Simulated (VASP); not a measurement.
Band structure of PtS (space group P4_2/mmc). Level of theory: r2SCAN meta-GGA, VASP's PBE PAW potentials (set 64) (plane waves; VASP 6.6.1).

Unless said otherwise, spin-orbit coupling is left out, though it shifts the bands of the heavy elements here.

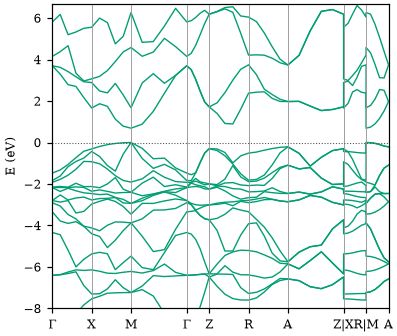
*Bands along high-symmetry lines, zero at the valence-band maximum or, without a gap, the Fermi level*

Read the plot: is there a gap, and where are the band edges?

The gap is direct, 0.69 eV, from the valence maximum at M to the conduction minimum at M.

Measured: gap 0.80 eV (computed value off by -0.11 eV), as given by M. J. van Setten et al., Physical Review B (2017), arXiv:1709.07349.

The structure comes from a computed database's PtS entry (P4_2/mmc), a phase known from measurement. It was relaxed first.
